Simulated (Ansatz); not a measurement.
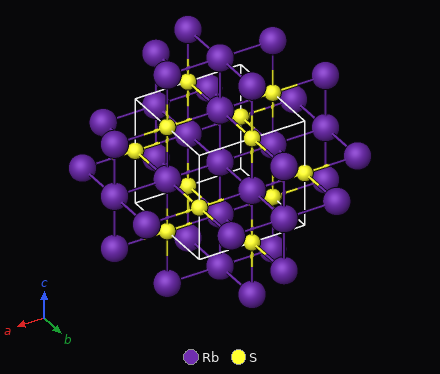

Rb₄S₃ (space group Pm-3m, No. 221): coordinates from a relaxation with Ansatz 0.2.0, DFT PBE, scalar-relativistic, plane waves, PAW; the starting structure was generated, so it need not be a known form of this composition.

Bonds are taken as Rb–Rb below 3.8 Å and Rb–S below 3.8 Å; no other contact counts. Simplification: prune 0- and 1-connected atoms, fold 2-connected ones into links.

Q: What kind of net remains, and which atoms are its nodes?

A: A trinodal (4,6,6)-connected, three-periodic net: S is a 4-connected node; Rb(3c) is a 6-connected node; Rb(1b) is a 6-connected node, in the ratio 3:3:1.

Q: Is the net interpenetrated?

A: It is a single net, without interpenetration.

Q: Give the first six terms of the coordination sequence (nodes one, two, three … edges away).

A: S: 4, 16, 28, 66, 76, 146; Rb(3c): 6, 14, 38, 50, 102, 110; Rb(1b): 6, 18, 30, 66, 78, 146.

Q: Give the point symbol of each node (shortest cycle at each angle).

A: S: 4⁴·6²; Rb(3c): 4⁸·6⁷; Rb(1b): 4¹²·6³.
